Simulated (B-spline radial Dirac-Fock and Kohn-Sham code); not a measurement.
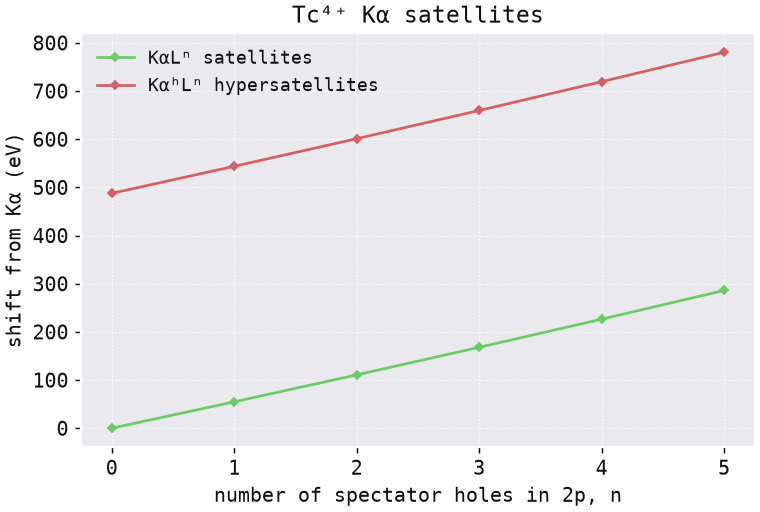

Shifts of Kα satellites and hypersatellites with the number of spectator holes in 2p, counted from the Kα line without spectators. The figure is for Tc⁴⁺ in the configuration [Kr] 4d3, inside a Watson sphere of charge −4 and radius 3 Å that stands in for a crystal. Computed with a B-spline radial code: Dirac–Fock ΔSCF (average of configuration, Fermi nucleus, Breit and QED terms, no correlation).

**What is the shift of the ordinary satellite (one 1s hole) with 5 spectator holes?**

286 eV.

**How far above Kα is the hypersatellite?**

488 eV as an average over the ¹P and ³P final terms; Kα itself is at 18.326 keV.
